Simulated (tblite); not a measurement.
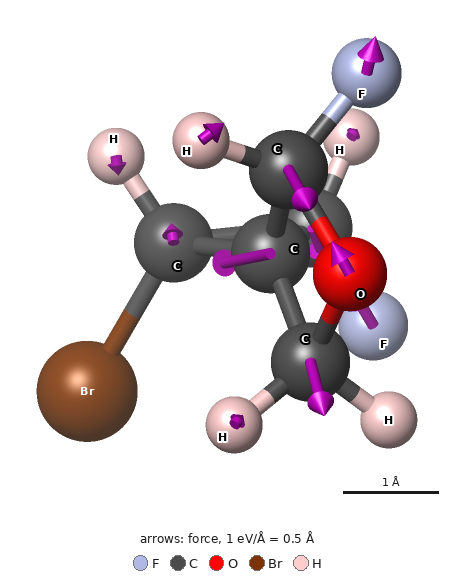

Starting geometry of C5H5BrF2O with the computed forces as purple arrows. A ball-and-stick model, seen from a free direction.

All numbers below come from GFN2-xTB geometry optimisation, gas phase in tblite. 

Question: Is this structure relaxed? If not, where do the atoms go?

Answer: It isn't relaxed: the largest force vector, on a C atom, is 2.70 eV/Å. The final displacements have little in common with the starting forces (cosine between the two patterns 0.22). Over 46 geometry steps the energy falls by 6.79 kcal/mol. The atom that moves furthest after the best rigid fit is an F atom (0.33 Å). By element the largest moves are F 0.33 Å, O 0.28 Å, H 0.27 Å, Br 0.10 Å, C 0.08 Å. Some distances before and after: C–C 1.454 → 1.516 Å, C–O 1.450 → 1.394 Å, C–F 1.389 → 1.352 Å, C–F 1.335 → 1.368 Å. Among the angles between lasting bonds that change: F–C–H 113.3° → 106.2°, C–C–C 90.3° → 85.6°, O–C–H 110.5° → 114.2°. The run took 0.56 s on 1 thread of Arm Neoverse N1, with other jobs on the host.
